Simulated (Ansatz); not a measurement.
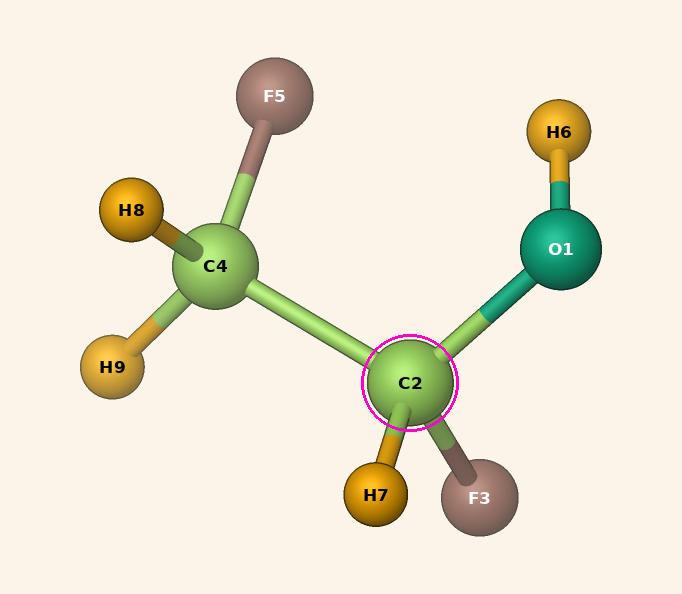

Atoms fade into the background with distance from the viewer. Circles mark the stereogenic atoms. Computed geometry: PBE-D4/def2-SVP optimisation. No frequency run is at hand to confirm it as a minimum.

Q: Assign CIP descriptors.

A: C2: R (priorities F3 > O1 > C4 > H7).
